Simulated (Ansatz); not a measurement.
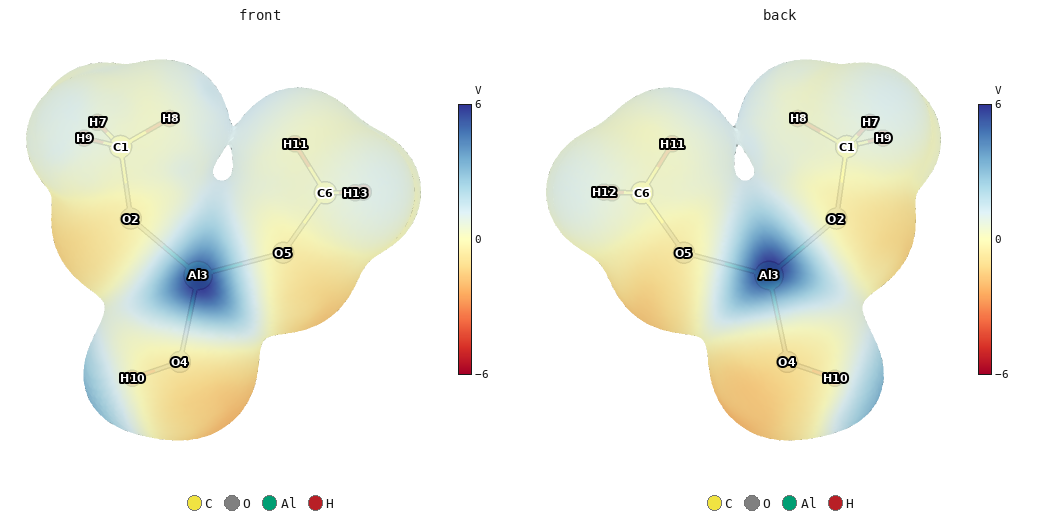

The picture shows: C2H7AlO3 (SMILES C[O][Al]([OH])[O]C). The electrostatic potential painted on the density surface at 0.004 e/bohr³, seen from the front and from behind; the colour scale runs from red (negative) to blue (positive).

Geometry: PBE0-D4/def2-TZVP.

Method: RKS PBE0-D4/def2-TZVPP (Ansatz 0.2.0).

```xyz
13

C     0.3859   -0.9592    1.8324
O     1.1028   -0.0593    1.0447
Al    0.9092    0.7878   -0.3934
O     2.1388    1.8306   -0.8918
O    -0.4317    0.6770   -1.3875
C    -1.6387   -0.0113   -1.4768
H     0.8671   -1.9434    1.8229
H    -0.6500   -1.0881    1.4953
H     0.3585   -0.6100    2.8701
H     2.9276    1.9428   -0.3642
H    -1.7368   -0.8002   -0.7205
H    -1.7312   -0.4797   -2.4624
H    -2.4810    0.6783   -1.3538
```

Q: Describe the electrostatic potential map.

A: The most negative region (about −1.9 V) lies over O4, the most positive (about +5.6 V) over Al3. O4 is the likeliest acceptor of a hydrogen bond.
